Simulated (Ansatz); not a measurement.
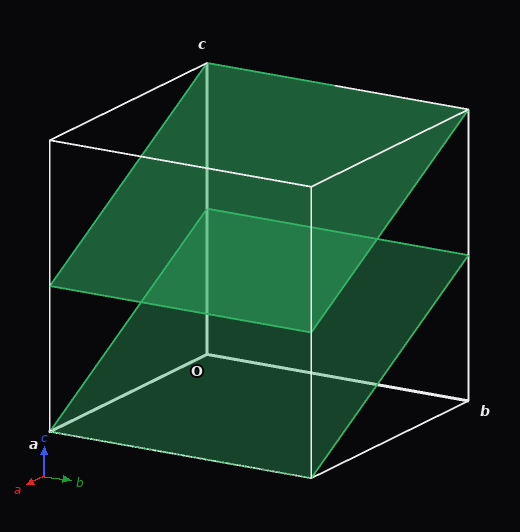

For Cs, the input geometry of an electronic-structure calculation (not necessarily at equilibrium): every member of one family of equally spaced planes, hx + ky + lz = a whole number, that cuts the unit cell is shaded (one member passes through the origin O, touching the cell only at an edge or corner). Symmetry computed with spglib at a tolerance of 0.002 Å; standard conventional cell.

a = 5.768 Å, b = 5.768 Å, c = 5.768 Å, α = 90.00°, β = 90.00°, γ = 90.00°.

> Which (hkl) family is drawn?

(1 0 2); the opposite sign names the same planes. The member next to the origin meets the axes a at 1, b never, c at 1/2.

> What is the spacing?

d = 2.580 Å.

> The space group is No. 229, Im-3m. How many reflections hkl are equivalent to this one (itself included), and does it occur?

24 reflections are equivalent in the Laue class m-3m. The reflection is systematically absent, by the centring.
